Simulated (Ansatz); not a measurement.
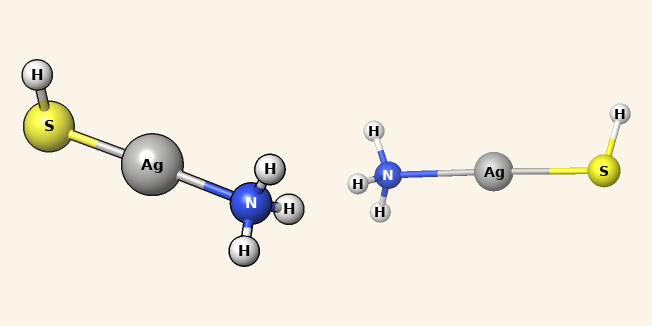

The same structure drawn twice, from different directions.

Charge 0, singlet.

> Give the formula.

AgH₄NS, 7 atoms: 1 silver, 4 hydrogen, 1 nitrogen and 1 sulfur.

> Give a SMILES string for it.

[NH3+][Ag-][SH]

> Count the bonded pairs by element.

3 N–H, 1 Ag–N, 1 Ag–S, 1 S–H.

The parts below concern this one geometry. Atoms keep their numbers from picture to picture. Computed geometry: PBE0-D4/def2-TZVP optimisation.

Geometry

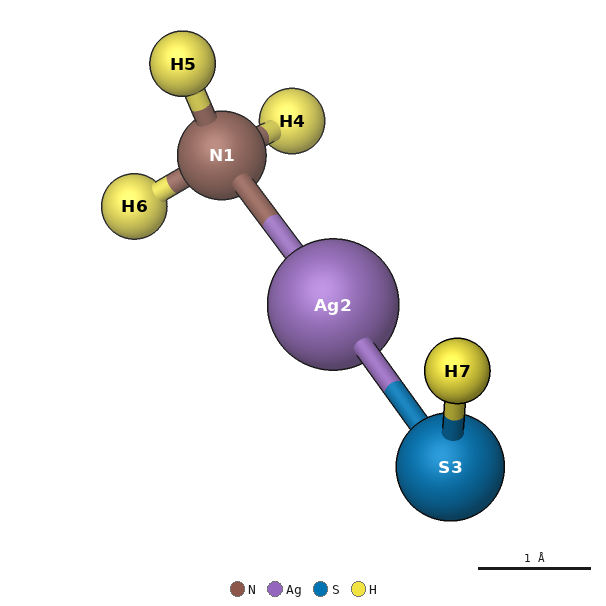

> Describe the coordination of atom 1.

N1 has 4 neighbours (Ag2 at 2.18, H4 at 1.01, H5 at 1.01, H6 at 1.01 Å); the arrangement is tetrahedral.

> How are the neighbours of atom 3 arranged?

S3 has 2 neighbours (Ag2 at 2.30, H7 at 1.34 Å); the arrangement is bent.

> Describe the coordination of atom 2.

Ag2 has 2 neighbours (N1 at 2.18, S3 at 2.30 Å); the arrangement is linear.

Vibrations

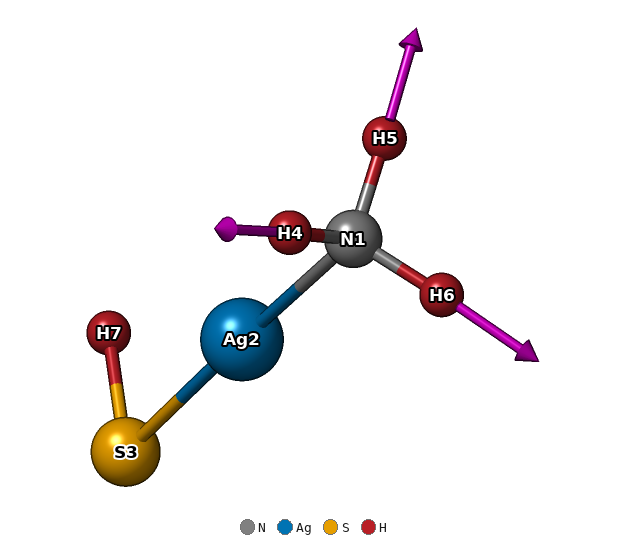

The arrows show one normal mode. Harmonic vibrations computed with RKS PBE0-D4/def2-TZVP, core potentials on Ag (Ansatz 0.2.0) at a stationary point of the same level.

> What kind of motion is it?

Mostly in-phase stretching of 3 N–H bonds.

> At what wavenumber does it lie?

3504 cm⁻¹; it is mode 13 of 15 counted from the lowest.

Levels of theory compared

Program: Ansatz 0.2.0.

Tabulate dipole (D), HOMO energy (eV) at these levels: B3LYP-D4/def2-TZVPP; PBE-D4/def2-TZVPP; r2SCAN-D4/def2-TZVPP; ωB97M-V/def2-TZVPP.

```tsv
level	dipole (D)	HOMO energy (eV)
B3LYP-D4/def2-TZVPP	8.38	−5.30
PBE-D4/def2-TZVPP	8.10	−4.43
r2SCAN-D4/def2-TZVPP	8.41	−4.61
ωB97M-V/def2-TZVPP	8.79	−7.64
```

Charges

The questions are on Mulliken charges. Level of theory: RKS B3LYP-D4/def2-TZVPP, core potentials on Ag (Ansatz 0.2.0).

List the Mulliken charges.

| atom | value (e) |
| --- | --- |
| N1 | −0.32 |
| Ag2 | 0.16 |
| S3 | −0.45 |
| H4 | 0.18 |
| H5 | 0.18 |
| H6 | 0.18 |
| H7 | 0.08 |

Mulliken values depend strongly on the basis set and can even reverse the polarity of a bond.
